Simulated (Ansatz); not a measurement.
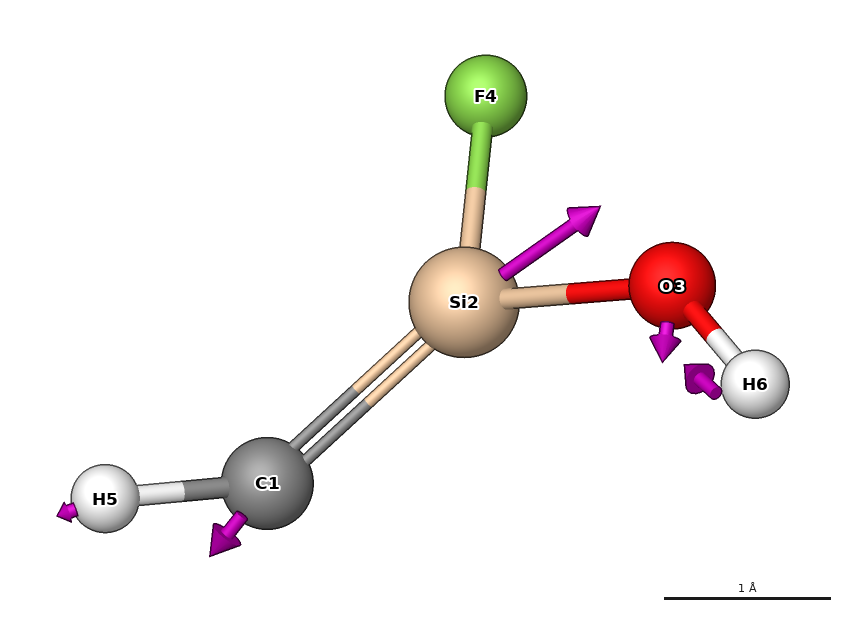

Arrows show the forces on the atoms, 0.1 Å of arrow for 1 eV/Å; forces under a tenth of the largest aren't drawn. The species has charge +1 and is a spin singlet. Level of theory: PBE0-D4/def2-TZVPP (Ansatz 0.2.0).

> On which atom is the force largest, and how large is it?

On Si2: 7.72 eV/Å.

> Along which bond is the force strongest?

C1–Si2, now 1.655 Å: the forces push its atoms apart, so a first step downhill lengthens it.

List the force components in the frame of the picture (x right, y up, z towards the viewer), in eV/Å.

```tsv
atom	Fx	Fy	Fz
C1	−2.01	−2.55	−0.89
Si2	5.94	4.19	2.59
O3	−0.31	−2.43	0.76
F4	−0.46	−0.56	−0.09
H5	−1.20	−0.43	0.13
H6	−1.96	1.78	−2.49
```
